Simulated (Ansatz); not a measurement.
```
atom    x (Å)    y (Å)    z (Å)
   C  -0.1668  -1.1922   1.8539
   C  -0.0523  -0.4182   0.6454
   N   0.0382   0.1952  -0.3125
  Al   0.1946   1.2577  -1.9715
   F   1.8347   1.2696  -2.1762
   F  -0.5023   2.6784  -1.4941
   F  -0.6756   0.3217  -3.0197
   H  -0.6189  -2.1587   1.6253
   H  -0.7933  -0.6579   2.5700
   H   0.8248  -1.3466   2.2823
```

Geometry: PBE0-D4/def2-TZVP.

Theory: Ansatz 0.2.0, RKS PBE0-D4/def2-TZVPP.

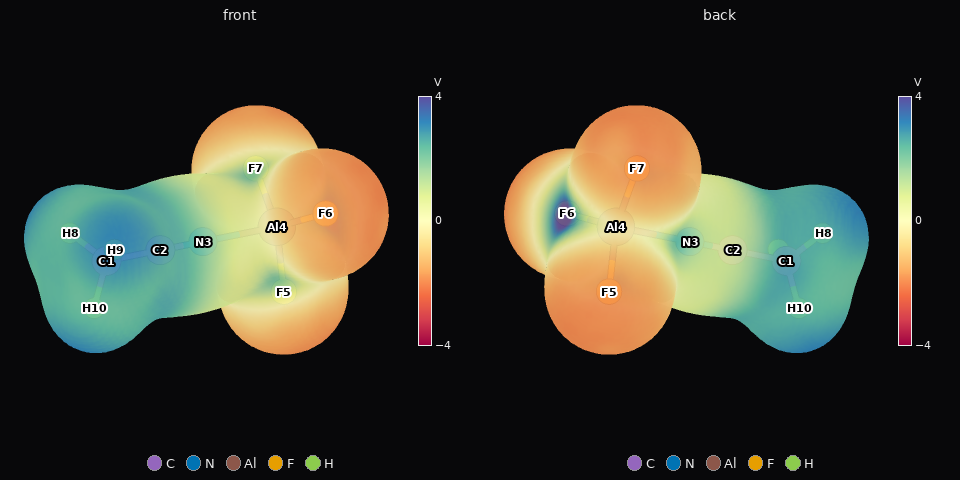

C₂H₃AlF₃N. The electrostatic potential painted on the density surface at 0.004 e/bohr³, seen from the front and from behind; the colour scale runs from red (negative) to blue (positive).

**Which sites attract a positive test charge, and which a negative one?**

A positive charge is drawn to the negative regions and a negative charge to the positive ones. The most negative region (about −2.0 V) lies over F5, F6 and F7, the most positive (about +3.5 V) over Al4.
